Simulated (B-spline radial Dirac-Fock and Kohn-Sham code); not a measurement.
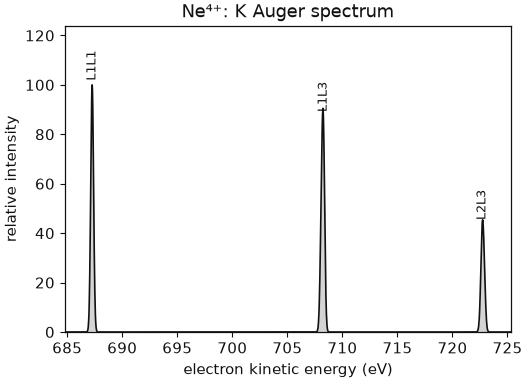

Auger groups that fill a K (1s) hole, broadened by 0.30 eV full width. Kinetic energies count from the vacuum level; very weak lines are left out. Species: Ne⁴⁺ ([He] 2s2 2p2). The calculation used independent-particle Coulomb rates on relativistic LDA orbitals, configuration-average energies from Dirac–Fock (a B-spline radial code).

The strongest group is K-L1L1 at 687.3 eV (38 % of the non-radiative width), followed by K-L1L3 at 708.3 eV (27 %), K-L1L2 at 708.1 eV (14 %), K-L2L3 at 722.7 eV (13 %). The lines shown span 687.3 eV to 722.9 eV.
